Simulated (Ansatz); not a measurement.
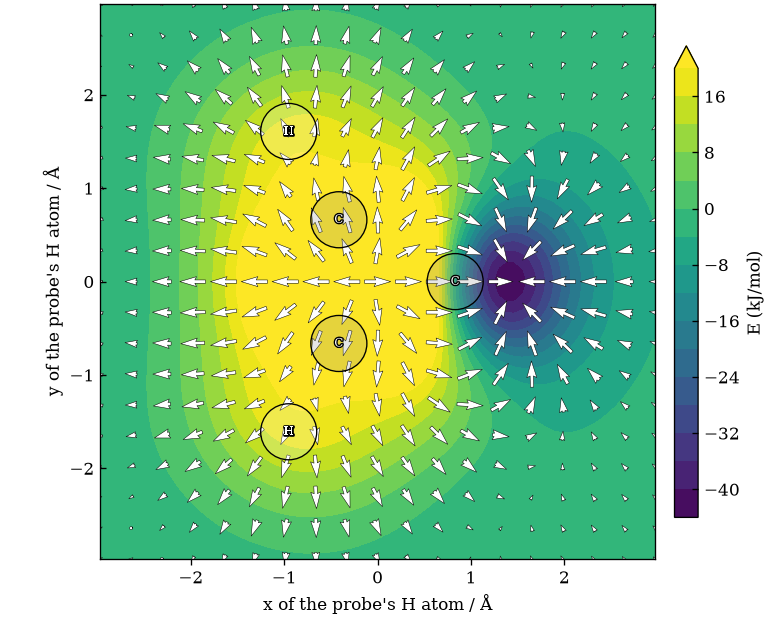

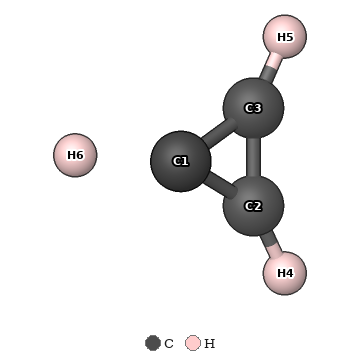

Energy landscape of C₃H₂ (SMILES C1=CC=1) with the probe H. 
- The probe is moved over a plane parallel to the molecule's main plane, 1.70 Å above it.
- The first coordinate is: x of the probe's H atom; the second: y of the probe's H atom.
- Nothing is relaxed (molecule and probe rigid).
- The grid has 19 × 19 points; 190 points were computed and 171 follow by symmetry.
- Points are written as (first, second).
- Energies are in kJ/mol, from molecule and probe far apart, each relaxed in its own basis (no counterpoise correction).
- The calculation used Ansatz, UKS CAM-B3LYP-D4/def2-SVPD.

The picture shows filled contours, arrows along the force (downhill), their lengths compressed, labelled circles for the molecule's atoms, projected on the plane, one colour for all values above the top of the scale. Between grid points the surface is interpolated. The second picture is the structure at the lowest point.

### Where are the wells?

The lowest grid point is at (1.32 Å, 0.00 Å) [nearest 1 C at 1.77 Å], −42 kJ/mol from molecule and probe far apart, each relaxed in its own basis (no counterpoise correction). No other kind of well shows on this grid. The highest grid point, (0.00 Å, 0.00 Å) [nearest 3 C at 1.88 Å], lies 129 kJ/mol above the lowest. Near the minimum the curvatures are about 1.4 and 2.2 eV/Å² along the soft and the stiff direction.

Grid values (kJ/mol):

```tsv
y of the probe's H atom ↓, x of the probe's H atom →	−2.64	−1.98	−1.32	−0.66	0.00	0.66	1.32	1.98	2.64
2.64	−2	−1	1	2	1	−1	−2	−2	−2
1.98	−1	2	10	13	9	3	−2	−3	−3
1.32	−1	5	17	20	19	12	−2	−5	−4
0.66	−1	6	21	33	44	19	−20	−14	−6
0.00	−1	7	28	64	87	19	−42	−24	−7
−0.66	−1	6	21	33	44	19	−20	−14	−6
−1.32	−1	5	17	20	19	12	−2	−5	−4
−1.98	−1	2	10	13	9	3	−2	−3	−3
−2.64	−2	−1	1	2	1	−1	−2	−2	−2
```

The table holds every second grid line.

The input of one point:

```yaml
crystal:
  periodic: [false, false, false]
  atoms:
    - { symbol: C, position_ang: [0.83023, 0.0, 0.0] }
    - { symbol: C, position_ang: [-0.415115, -0.662449, 0.0] }
    - { symbol: C, position_ang: [-0.415115, 0.662449, 0.0] }
    - { symbol: H, position_ang: [-0.952216, -1.607898, -1.0e-06] }
    - { symbol: H, position_ang: [-0.952216, 1.607898, -1.0e-06] }
    - { symbol: H, position_ang: [1.32, 0.0, 1.7] }
magnetization:
  spin_polarized: true
  initial_magnetization: 1
basis:
  gaussian: { orbitals: def2-SVPD }
hamiltonian:
  xc: { name: CAM-B3LYP }
  dispersion: d4
output:
  forces: true
```

The whole map (190 points run) took 18 min on 1 thread of Arm Neoverse N1, on a shared host.
